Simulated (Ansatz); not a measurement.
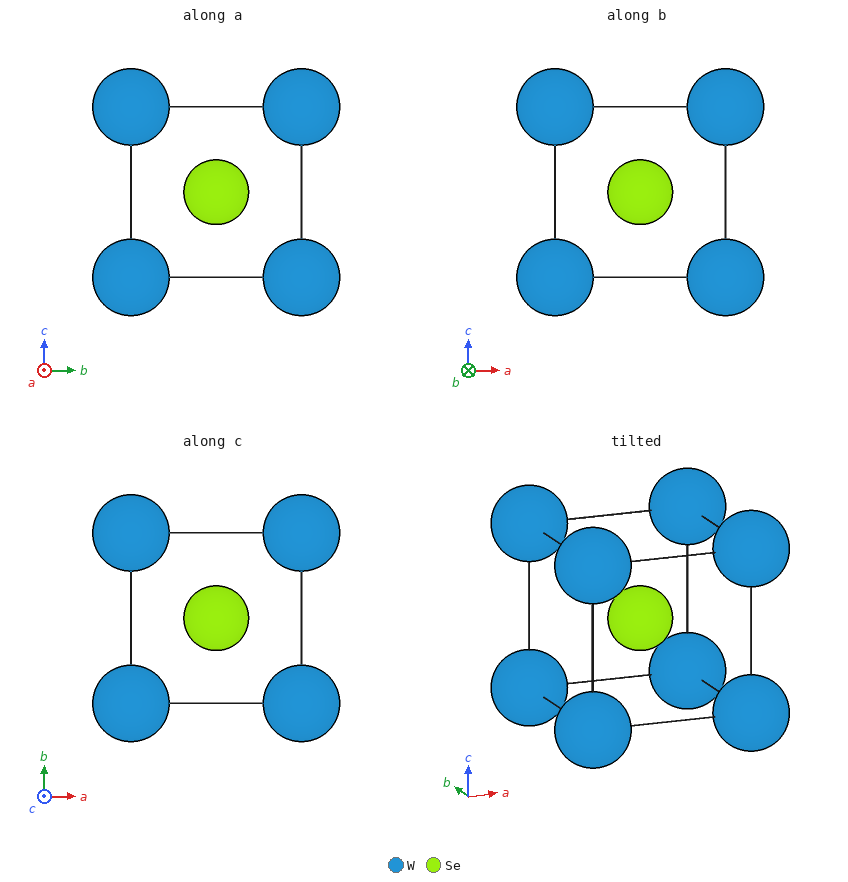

An orthographic spheres-only view of the structure, along the a axis, along the b axis, along the c axis and slightly off an axis. Thin lines show the conventional unit cell, with boundary atoms drawn in all their periodic places.

Lattice parameters: a = 3.112 Å, b = 3.112 Å, c = 3.112 Å, α = 90.00°, β = 90.00°, γ = 90.00°.

Question: Transcribe the picture into a table of Wyckoff sites.

Answer: Space group Pm-3m (No. 221).
```json
{"atom": "W", "site": "1a", "x": "0.0000", "y": "0.0000", "z": "0.0000"}
{"atom": "Se", "site": "1b", "x": "0.5000", "y": "0.5000", "z": "0.5000"}
```

The structure was taken from a structure type filled with these elements by a generator (whether the compound takes this form wasn't checked). Relaxation method: DFT PBEsol, scalar-relativistic, plane waves, PAW (Ansatz).
